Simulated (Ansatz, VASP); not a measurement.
# GeW in two plane-wave programs

One calculation is typed for both programs; each brings its own data sets and cutoff. How far apart do they land? The cell is generated by rule, not measured, and may not be a known phase. The cell comes out of the VASP series on this material, whose earlier steps may have relaxed, scaled or displaced it; both programs get it as it stands.

Main program and level: Ansatz 0.2.0; plane waves, with VASP 6.6.1 beside it; band structure at LDA and band structure at LDA, spin-orbit coupling.

The structure was built from a prototype and need not be the compound's stable phase.

### Step 1. Starting point

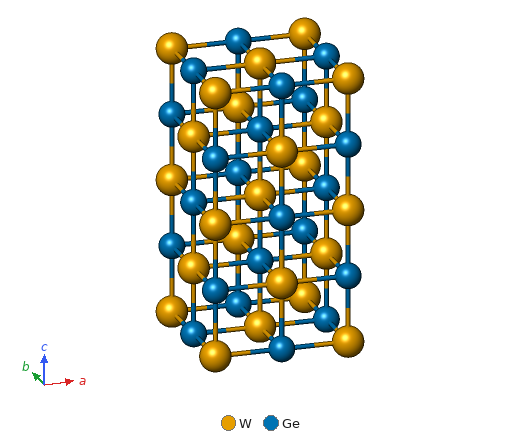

The starting structure, seen from a free direction (tungsten orange, germanium blue). 1×1×2 cells are drawn. This picture shows the conventional cell, with its axes. Some periodic images of atoms are drawn too.

Coordinates:

```cif
data_structure
_symmetry_space_group_name_H-M 'Fm-3m'
_symmetry_Int_Tables_number 225
_cell_length_a 5.5200
_cell_length_b 5.5200
_cell_length_c 5.5200
_cell_angle_alpha 90.000
_cell_angle_beta 90.000
_cell_angle_gamma 90.000
_cell_volume 168.20
loop_
_atom_site_label
_atom_site_type_symbol
_atom_site_symmetry_multiplicity
_atom_site_Wyckoff_symbol
_atom_site_fract_x
_atom_site_fract_y
_atom_site_fract_z
_atom_site_occupancy
W1 W 4 a 0.00000 0.00000 0.00000 1
Ge1 Ge 4 b 0.50000 0.00000 0.00000 1
```

### Step 2. VASP: band structure, LDA

The same path points are solved in both programs, so levels can be compared one by one.

Lines of VASP's logs that name or quote its potential files are left out, and so is its time.

Contents of INCAR:

```
SYSTEM = GeW
PREC = Accurate
ENCUT = 410
EDIFF = 1E-06
NELM = 100
ISMEAR = 0
SIGMA = 0.02
LREAL = .FALSE.
ALGO = Normal
GGA = CA
NBANDS = 22
LORBIT = 11
LWAVE = .FALSE.
LCHARG = .FALSE.
KPAR = 4
ISIF = 2
```

Contents of POSCAR:

```
GeW
1.0
    0.0000000000      2.7600000000      2.7600000000
    2.7600000000      0.0000000000      2.7600000000
    2.7600000000      2.7600000000      0.0000000000
W Ge
1 1
Direct
    0.0000000000      0.0000000000      0.0000000000
    0.5000000000      0.5000000000      0.5000000000
```

Contents of KPOINTS:

```
Automatic mesh
0
Gamma
12 12 12
0 0 0
```

Contents of KPOINTS_OPT:

```
Line mode
24
Line-mode
Reciprocal
  0.00000000   0.00000000   0.00000000 GAMMA
  0.50000000   0.00000000   0.50000000 X

  0.50000000   0.00000000   0.50000000 X
  0.50000000   0.25000000   0.75000000 W

  0.50000000   0.25000000   0.75000000 W
  0.37500000   0.37500000   0.75000000 K

  0.37500000   0.37500000   0.75000000 K
  0.00000000   0.00000000   0.00000000 GAMMA

  0.00000000   0.00000000   0.00000000 GAMMA
  0.50000000   0.50000000   0.50000000 L

  0.50000000   0.50000000   0.50000000 L
  0.62500000   0.25000000   0.62500000 U

  0.62500000   0.25000000   0.62500000 U
  0.50000000   0.25000000   0.75000000 W

  0.50000000   0.25000000   0.75000000 W
  0.50000000   0.50000000   0.50000000 L

  0.50000000   0.50000000   0.50000000 L
  0.37500000   0.37500000   0.75000000 K

  0.62500000   0.25000000   0.62500000 U
  0.50000000   0.00000000   0.50000000 X
```

Potentials, in the order of the species: W and Ge_d (LDA family, release 64).

Launch:

```
mpirun -np 4 vasp_std
```

Numbers of over 12 decimals in the logs are rounded to 6 here.

What it wrote:

```text
[banner, memory and clock lines left out]
running    4 mpi-ranks, on    1 nodes
 distrk:  each k-point on    1 cores,    4 groups
 distr:  one band on    1 cores,    1 groups

 POSCAR found type information on POSCAR W Ge
 POSCAR found :  2 types and       2 ions
 LDA part: xc-table for (Slater(with rela. corr.)+CA(PZ))
 , standard interpolation
 POSCAR, INCAR and KPOINTS ok, starting setup
 FFT: planning ... GRIDC
 FFT: planning ... GRID_SOFT
 FFT: planning ... GRID
 WAVECAR not read
 entering main loop
       N       E                     dE             d eps       ncg     rms          rms(c)
DAV:   1     0.116248942344E+03    0.11625E+03   -0.79475E+03  4040   0.165E+03
DAV:   2    -0.926488495376E+00   -0.11718E+03   -0.11041E+03  3396   0.448E+02
DAV:   3    -0.175860402256E+02   -0.16660E+02   -0.16460E+02  3672   0.843E+01
DAV:   4    -0.180442811411E+02   -0.45824E+00   -0.45805E+00  3648   0.146E+01
DAV:   5    -0.180498428439E+02   -0.55617E-02   -0.55616E-02  3708   0.188E+00    0.123E+01
DAV:   6    -0.167285052078E+02    0.13213E+01   -0.44222E+00  4180   0.751E+00    0.239E+00
DAV:   7    -0.166852154769E+02    0.43290E-01   -0.21113E-01  3874   0.436E+00    0.225E+00
DAV:   8    -0.166718518961E+02    0.13364E-01   -0.38710E-02  4322   0.180E+00    0.255E-01
DAV:   9    -0.166707414786E+02    0.11104E-02   -0.42200E-03  4240   0.908E-01    0.174E-01
DAV:  10    -0.166706616597E+02    0.79819E-04   -0.19302E-04  4392   0.164E-01    0.219E-02
DAV:  11    -0.166706546038E+02    0.70560E-05   -0.41061E-05  4272   0.902E-02    0.193E-02
DAV:  12    -0.166706537971E+02    0.80666E-06   -0.17026E-06  3458   0.135E-02
   1 F= -.16670654E+02 E0= -.16670309E+02  d E =-.690097E-03
 Start KPOINTS_OPT (optional k-point list driver)
k-point batch [1-72\240]
       N       E                     dE             ncg
DAV:   1    -0.266482144214E+04   -0.43724E+05     3912
DAV:   2    -0.114036780272E+05   -0.87389E+04     3388
DAV:   3    -0.126374710692E+05   -0.12338E+04     3714
DAV:   4    -0.126719424989E+05   -0.34471E+02     3678
DAV:   5    -0.126723628307E+05   -0.42033E+00     3756
DAV:   6    -0.126723713669E+05   -0.85362E-02     3728
DAV:   7    -0.126723715972E+05   -0.23037E-03     3752
DAV:   8    -0.126723716039E+05   -0.67291E-05     3102
DAV:   9    -0.126723716044E+05   -0.45406E-06     2544
[...]
k-point batch [217-240\240]
       N       E                     dE             ncg
DAV:   1     0.280749738868E+05   -0.16601E+05     1278
DAV:   2     0.250024802335E+05   -0.30725E+04     1110
DAV:   3     0.245603222948E+05   -0.44216E+03     1248
DAV:   4     0.245469577928E+05   -0.13365E+02     1206
DAV:   5     0.245467902711E+05   -0.16752E+00     1290
DAV:   6     0.245467869415E+05   -0.33296E-02     1212
DAV:   7     0.245467868537E+05   -0.87767E-04     1278
DAV:   8     0.245467868512E+05   -0.25454E-05     1114
DAV:   9     0.245467868511E+05   -0.13610E-06      798
```

OUTCAR, selected parts (step 2):

```text
ion  position               nearest neighbor table
   1  0.000  0.000  0.000-   2 2.76   2 2.76   2 2.76   2 2.76   2 2.76   2 2.76
   2  0.500  0.500  0.500-   1 2.76   1 2.76   1 2.76   1 2.76   1 2.76   1 2.76

  LATTYP: Found a face centered cubic cell.
 ALAT       =     5.5200000000

 Subroutine GETGRP returns: Found 48 space group operations
 (whereof 48 operations were pure point group operations)

The static configuration has the point symmetry O_h .

 Found     72 irreducible k-points:

   k-points           NKPTS =     72   k-points in BZ     NKDIM =     72   number of bands    NBANDS=     22

   dimension x,y,z NGX =    28 NGY =   28 NGZ =   28
   dimension x,y,z NGXF=    56 NGYF=   56 NGZF=   56

   ENCUT  =  410.0 eV  30.13 Ry    5.49 a.u.   6.44  6.44  6.44*2*pi/ulx,y,z

   NELECT =      20.0000    total number of electrons

 k-points in reciprocal lattice and weights: Automatic mesh
   0.00000000  0.00000000  0.00000000       0.001
   0.08333333  0.00000000  0.00000000       0.005
   0.16666667  0.00000000  0.00000000       0.005
   0.25000000  0.00000000  0.00000000       0.005
   0.33333333  0.00000000  0.00000000       0.005
   0.41666667  0.00000000  0.00000000       0.005
   0.50000000  0.00000000  0.00000000       0.002
   0.08333333  0.08333333  0.00000000       0.003
   0.16666667  0.08333333  0.00000000       0.014
[...]
-0.33333333  0.50000000  0.16666667       0.007
  -0.25000000  0.50000000  0.25000000       0.003

 average (electrostatic) potential at core
       1 -41.6634       2 -74.6048

 E-fermi :   5.0716

 k-point     1 :       0.0000    0.0000    0.0000
  band No.  band energies     occupation
    ...
      7       3.9233      2.00000
      8       3.9233      2.00000
      9       3.9233      2.00000
     10       4.3778      2.00000
     11       4.3778      2.00000
     12       7.1437      0.00000
     13       7.1437      0.00000
     14       7.1437      0.00000
     15      10.0254      0.00000
     16      13.6309      0.00000
    ...

 k-point     2 :       0.0833    0.0000    0.0000
  band No.  band energies     occupation
    ...
      7       3.7243      2.00000
      8       3.8907      2.00000
      9       3.8907      2.00000
     10       4.2048      2.00000
     11       4.2048      2.00000
     12       6.6362      0.00000
     13       7.5405      0.00000
     14       7.5405      0.00000
     15      10.7356      0.00000
     16      13.7388      0.00000
    ...

 k-point     3 :       0.1667    0.0000    0.0000
  band No.  band energies     occupation
    ...
      7       3.0689      2.00000
      8       3.4483      2.00000
      9       3.4483      2.00000
     10       4.3041      2.00000
     11       4.3041      2.00000
     12       5.9727      0.00000
     13       8.4344      0.00000
     14       8.4344      0.00000
     15      11.8900      0.00000
     16      13.7677      0.00000
    ...

  Total       -7.6363020     -7.6363020     -7.6363020      0.0000000      0.0000000      0.0000000
  in kB     -290.9621080   -290.9621080   -290.9621080      0.0000000      0.0000000      0.0000000
  external PRESSURE =    -290.9621080 kB  Pullay stress =       0.0000000 kB

  energy-cutoff  :      410.00
  volume of cell :       42.05
      direct lattice vectors                 reciprocal lattice vectors
     0.000000000  2.760000000  2.760000000    -0.181159420  0.181159420  0.181159420
     2.760000000  0.000000000  2.760000000     0.181159420 -0.181159420  0.181159420
     2.760000000  2.760000000  0.000000000     0.181159420  0.181159420 -0.181159420

 POSITION                                       TOTAL-FORCE (eV/Angst)
 -----------------------------------------------------------------------------------
      0.00000      0.00000      0.00000         0.000000     -0.000000     -0.000000
      2.76000      2.76000      2.76000        -0.000000      0.000000      0.000000
 -----------------------------------------------------------------------------------
    total drift:                                0.000000      0.000000      0.000000

  FREE ENERGIE OF THE ION-ELECTRON SYSTEM (eV)
  ---------------------------------------------------
  free  energy   TOTEN  =       -16.6706537971 eV

  energy  without entropy=      -16.6699637000  energy(sigma->0) =      -16.67030875

 total charge
# of ion       s       p       d       tot
------------------------------------------
    1        0.464   0.325   3.891   4.680
    2        1.121   1.210  10.033  12.364
--------------------------------------------------
tot          1.585   1.534  13.924  17.044

[... 3 further parts left out ...]
```

The run ends at a pressure of -29.10 GPa.

### Step 3. Ansatz: band structure, LDA

Ansatz runs on its default PAW (the set named soft_2) files.

The same cell, functional (in two slightly different forms), mesh and smearing now go to Ansatz, which takes its cutoff from its data sets.

Contents of input.yaml:

```yaml
crystal:
  lattice:
    - [0.0, 2.76, 2.76]
    - [2.76, 0.0, 2.76]
    - [2.76, 2.76, 0.0]
  atoms:
    - { symbol: W, position: [0.0, 0.0, 0.0] }
    - { symbol: Ge, position: [0.5, 0.5, 0.5] }
hamiltonian:
  xc: lda
  pseudopotentials: { kind: paw }
kpoints:
  mp_grid: { grid: [12, 12, 12] }
  band_path:
    path:
      - [0.0, 0.0, 0.0]
      - [0.17391, 0.0, 0.17391]
      - [0.34783, 0.0, 0.34783]
      - [0.5, 0.0, 0.5]
      - [0.5, 0.08696, 0.58696]
      - [0.5, 0.18478, 0.68478]
      - [0.49457, 0.25543, 0.75]
      - [0.45109, 0.29891, 0.75]
      - [0.40761, 0.34239, 0.75]
      - [0.34239, 0.34239, 0.68478]
      - [0.21196, 0.21196, 0.42391]
      - [0.08152, 0.08152, 0.16304]
      - [0.04348, 0.04348, 0.04348]
      - [0.23913, 0.23913, 0.23913]
      - [0.41304, 0.41304, 0.41304]
      - [0.5163, 0.46739, 0.5163]
      - [0.55978, 0.38043, 0.55978]
      - [0.6087, 0.28261, 0.6087]
      - [0.60326, 0.25, 0.64674]
      - [0.55978, 0.25, 0.69022]
      - [0.5163, 0.25, 0.7337]
      - [0.5, 0.30435, 0.69565]
      - [0.5, 0.3913, 0.6087]
      - [0.5, 0.47826, 0.52174]
      - [0.47283, 0.47283, 0.55435]
      - [0.42391, 0.42391, 0.65217]
      - [0.38043, 0.38043, 0.73913]
      - [0.59239, 0.18478, 0.59239]
      - [0.54891, 0.09783, 0.54891]
      - [0.5, 0.0, 0.5]
    npoints: 1
scf:
  occupations: { method: gaussian, width: 0.02 }
  n_extra_bands: 7
output:
  forces: true
  stress: true
  eigenvalues: true
```

Launch:

```
ansatz run input.yaml --threads 2 --pin off --max-ram 4608MiB --backend cpu --events-out ev --progress --plain --runs-dir out
```

What it wrote:

```text
scf.n_extra_bands = 7 over 14 filled bands (N_el = 28.0): the run solves 21 bands
Engine: ansatz 0.2.0, x86_64-unknown-linux-gnu
Pseudopotentials: kind: paw
Pseudopotential: W, paw, valence charge 14, recommended cutoff 420 eV (normal), W.paw.azcp
Pseudopotential: Ge, paw, valence charge 14, recommended cutoff 420 eV (normal), Ge.paw.azcp
Functional definition: SPW92
  exchange = slater_x
  correlation = pw_c
Crystal: 2 atoms, lattice volume = 42.049 Å³
Basis set: ecut = 420 eV, 869 PW (Γ)
Bands: 21, of which v1, the nominal top of the filled ones, is band 14 counted from 1 (13 counted from 0)
Symmetry: 48 space group operations
Space group: Fm-3m (ITA 225), of the structure as read, at distance tolerance 3.5e-5 Å
k-points: 72 of 1728
Non-local potential: W, projectors of the file, l = 0: 3, l = 1: 2, l = 2: 2, l = 3: 1
Non-local potential: Ge, projectors of the file, l = 0: 2, l = 1: 2, l = 2: 3, l = 3: 1
PAW form: soft (Blöchl's): semilocal exchange-correlation on the pseudo side does not see the compensation charge
PAW frozen core: W, regenerated for the run's functional, and the local potential with it (the file was generated under x = pbe(κ = 0.804, μ = 0.219515), c = pbe(β = 0.066725))
PAW frozen core: Ge, regenerated for the run's functional, and the local potential with it (the file was generated under x = pbe(κ = 0.804, μ = 0.219515), c = pbe(β = 0.066725))
PAW one-centre angular grid: W, 590 points (default); XC on 64 Gauss nodes
PAW one-centre angular grid: Ge, 590 points (default); XC on 64 Gauss nodes
Initial density: superposition of atomic densities (neutral atoms: chi_scale 0, normalization atom), corrected by the library's trained network
Initial wavefunctions: pseudopotential atomic-orbital guess
Functional: x = slater, c = lda
SCF iter   1: F=—  HF=-14342.860466 eV  |F-HF|=—  |Δ(HF+E_count)|=         —  Δρ=4.27e-3  dr2=4.92e-3  ethr=1.77e-3  ⟨swp⟩=6.0  Hψ=6939  notcnv=0  defer=1
preconditioner: auto → Kerker (q_TF=auto, 2.550 Å⁻¹)  [metal: Δε(μ)=0.008 eV  Ē_g=18.647 eV  σ=0.020 eV  W_gap=0.23  n_scr=14 (ndim 8)  ℏωp=25.6 eV  f_vac=0.000  D(μ)=3.26/eV (n_scr^D=26)]
SCF iter   2: F=—  HF=-14342.860032 eV  |F-HF|=—  |Δ(HF+E_count)|=   4.34e-4  Δρ=2.33e-3  dr2=1.61e-3  ethr=1.76e-5  ⟨swp⟩=2.0  Hψ=3144  notcnv=0  defer=160
SCF iter   3: F=—  HF=-14342.859804 eV  |F-HF|=—  |Δ(HF+E_count)|=   2.28e-4  Δρ=9.07e-4  dr2=2.94e-4  ethr=5.75e-6  ⟨swp⟩=2.4  Hψ=2058  notcnv=0  defer=160
SCF iter   4: F=—  HF=-14342.859701 eV  |F-HF|=—  |Δ(HF+E_count)|=   1.03e-4  Δρ=2.04e-4  dr2=1.70e-5  ethr=1.05e-6  ⟨swp⟩=2.0  Hψ=2042  notcnv=0  defer=160
SCF iter   5: F=—  HF=-14342.859699 eV  |F-HF|=—  |Δ(HF+E_count)|=   2.61e-6  Δρ=7.47e-5  dr2=1.94e-6  ethr=6.06e-8  ⟨swp⟩=2.1  Hψ=2012  notcnv=0  defer=160
SCF iter   6: F=-14342.859699 eV  HF=-14342.859699 eV  |F-HF|=1.75e-8  |Δ(HF+E_count)|=   4.37e-7  Δρ=1.66e-5  dr2=9.57e-8  ethr=3.57e-10  ⟨swp⟩=6.1  Hψ=7211  notcnv=0
SCF 1 converged in 6 iterations: F = -14342.859699 eV  dr2 = 9.57e-8
  greatest PAW one-centre occupation: 1.000 electrons in one spin orbital (limit 2), on the W atom at site 0 (counted from 0), in its partial waves of l = 0
NSCF: frozen V_eff on 30 k-points
SCF converged after 6 iterations
Free energy (F): -14342.859699 eV
Harris-Foulkes:  -14342.859699 eV  (|F-HF|=1.75e-8)
Internal energy: -14342.859053 eV  (E = F + TS)
E sigma→0 (E₀):  -14342.859376 eV
Entropy (-TS):   -0.000646 eV (-0.323 meV/atom)
Fermi energy:    12.488440 eV
--- Per-component energies (eV) ---
  E_band       = -312.097169
  E_kinetic    = 553.282598
  E_local      = -3130.983209  (includes V_loc(G=0)·N_el)
  E_nonlocal   = 429.682547
  E_hartree    = 1290.714837
  E_xc         = -334.884826
  E_vxc        = -297.254698  (∫ρ·V_xc dr)
  E_paw        = -10251.489044  (= ΣΔE_a)
  E_vpaw       = -448.257376  (= ΣTr[D̂ρ^β])
  E_aug_tail   = 0.000208  (compensation charges beyond the density's cutoff)
  E_ewald      = -2901.373642
  E_core_change = 2.191479  (= ΣΔE_core)
  E_smearing   = -0.000646  (= −TS)
  E_closure    = -0.000000  (closes the sum)
  Σ components = -14342.859699   (vs F -14342.859699, Δ=0.00e0)
--- Forces (eV/Å), atoms counted from 1 ---
  atom   1  W      0.00000000     0.00000000    -0.00000000
  atom   2  Ge     0.00000000    -0.00000000     0.00000000
  max |Σ_I F_I| component: 3.26e-29 eV/Å
--- Stress (GPa, compression-positive) ---
      -28.521049       0.000000      -0.000000
        0.000000     -28.521049       0.000000
        0.000000       0.000000     -28.521049
  P = ⅓ Tr σ = -28.5210 GPa (-285.210 kbar)
--- Band table (eV; the first three rows and the last of 72) ---
  k-point 0: bands = [... 10 lower, 11.3405, 11.3405, 11.3405, 11.8030, 11.8030, 14.5112, 14.5112, 14.5112, ... 3 higher]
  k-point 1: bands = [... 10 lower, 11.1376, 11.3071, 11.3071, 11.6262, 11.6262, 14.0042, 14.9137, 14.9137, ... 3 higher]
  k-point 2: bands = [... 10 lower, 10.4703, 10.8608, 10.8608, 11.7246, 11.7246, 13.3510, 15.8155, 15.8155, ... 3 higher]
  k-point 71: bands = [... 10 lower, 9.1387, 9.2904, 9.2904, 12.8985, 13.2635, 13.2635, 13.3031, 14.5560, ... 3 higher]
```

It took 1.2 s on 2 threads of AMD EPYC 9R14 (Zen 4), shared host; peak memory 0.41 GiB; 2.3 s of CPU time.

In the SCF lines HF is the Harris–Foulkes energy and dr2 the Hartree energy of the density residual, in eV; the loop may stop once dr2 is under the threshold and the program's other checks hold. Hψ counts applications of the Hamiltonian.

### Step 4. Comparison

Known differences besides the PAW data sets themselves: the two LDA forms differ slightly; the data sets hold 28 valence electrons in Ansatz (default PAW (the set named soft_2) files) and 20 in VASP; the cutoff is 420 eV in Ansatz and 410 eV in VASP; Ansatz makes its cores anew for this functional, VASP keeps those of its LDA data sets. Total energies have different zeros and are not compared.

The two programs side by side:

| quantity | Ansatz | VASP | difference |
| --- | --- | --- | --- |
| pressure (GPa) | -28.52 | -29.10 | +0.58 |

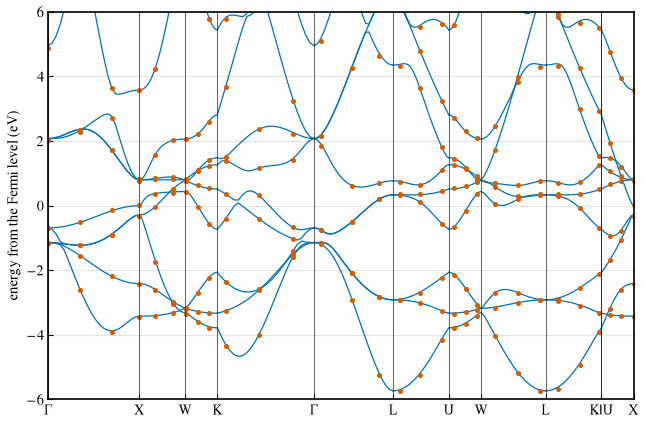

Bands from VASP (lines) and levels from Ansatz (dots). Dots without a line are higher empty bands that the VASP plot leaves out.

Levels from 3 eV below to 2 eV above the Fermi level differ by 15 meV r.m.s. and 50 meV at most; each VASP level is matched to the nearest of Ansatz, which flatters the figure a little.

### Step 5. Ansatz: band structure, LDA, spin-orbit coupling

Levels along a path test the potential and the projectors away from the mesh points.

The cell comes out of the VASP series on this material, whose earlier steps may have relaxed, scaled or displaced it; both programs get it as it stands.

Contents of input.yaml:

```yaml
crystal:
  lattice:
    - [0.0, 2.76, 2.76]
    - [2.76, 0.0, 2.76]
    - [2.76, 2.76, 0.0]
  atoms:
    - { symbol: W, position: [0.0, 0.0, 0.0] }
    - { symbol: Ge, position: [0.5, 0.5, 0.5] }
hamiltonian:
  xc: lda
  pseudopotentials: { kind: paw_fr }
magnetization:
  noncollinear: true
  spin_orbit: true
kpoints:
  mp_grid: { grid: [8, 8, 8] }
  band_path:
    path:
      - [0.0, 0.0, 0.0]
      - [0.16667, 0.0, 0.16667]
      - [0.33333, 0.0, 0.33333]
      - [0.5, 0.0, 0.5]
      - [0.5, 0.08333, 0.58333]
      - [0.5, 0.18333, 0.68333]
      - [0.5, 0.25, 0.75]
      - [0.45, 0.3, 0.75]
      - [0.40833, 0.34167, 0.75]
      - [0.35, 0.35, 0.7]
      - [0.225, 0.225, 0.45]
      - [0.075, 0.075, 0.15]
      - [0.03333, 0.03333, 0.03333]
      - [0.23333, 0.23333, 0.23333]
      - [0.4, 0.4, 0.4]
      - [0.51667, 0.46667, 0.51667]
      - [0.55833, 0.38333, 0.55833]
      - [0.60833, 0.28333, 0.60833]
      - [0.60833, 0.25, 0.64167]
      - [0.55833, 0.25, 0.69167]
      - [0.51667, 0.25, 0.73333]
      - [0.5, 0.3, 0.7]
      - [0.5, 0.38333, 0.61667]
      - [0.5, 0.48333, 0.51667]
      - [0.475, 0.475, 0.55]
      - [0.425, 0.425, 0.65]
      - [0.38333, 0.38333, 0.73333]
      - [0.59167, 0.18333, 0.59167]
      - [0.55, 0.1, 0.55]
      - [0.5, 0.0, 0.5]
    npoints: 1
scf:
  occupations: { method: gaussian, width: 0.02 }
  n_extra_bands: 14
output:
  forces: true
  stress: true
  eigenvalues: true
```

What it wrote:

```text
[...]
non-collinear run that drives no moment, with spin-orbit: no starting moment large enough to seed its density (crystal.atoms[].spin), no starting occupations that ask for one, no magnetisation constraint and no magnetic field, so the semilocal B_xc is pinned to zero
Crystal: 2 atoms, lattice volume = 42.049 Å³
Basis set: ecut = 420 eV, 869 PW (Γ)
[...]
k-point 1: bands = [... 24 lower, 11.2984, 11.2984, 11.6384, 11.6384, 11.8301, 11.8301, 13.6412, 13.6412, ... 10 higher]
  k-point 2: bands = [... 24 lower, 10.4067, 10.4067, 11.9848, 11.9848, 12.1355, 12.1355, 13.1378, 13.1378, ... 10 higher]
  k-point 28: bands = [... 24 lower, 9.3625, 9.3625, 12.7909, 12.7909, 13.0606, 13.0606, 13.3728, 13.3728, ... 10 higher]
[key lines of the parts left out:]
SCF converged after 9 iterations
Magnetization: |M| = 0.0000 μB,  M = (+0.0000, +0.0000, +0.0000) μB
Free energy (F): -14366.591840 eV
Fermi energy:    12.511913 eV
P = ⅓ Tr σ = -27.6550 GPa (-276.550 kbar)
```

It took 5.7 s on 2 threads; peak memory 0.54 GiB.

(Continued in part 2 of 2.)

[Lines on the potential files, build, host, timing and source positions are cut from VASP's logs without a mark.]

[Logs are printed without paths, hosts, clocks, repeated set-up lines and the standing remarks that a program may print on its own settings, such as how far it seeks lower states.]

[Hosts, paths, dates, database ids (printed as entryN), source tags and the programs' standing remarks are cut or masked in the printed files.]
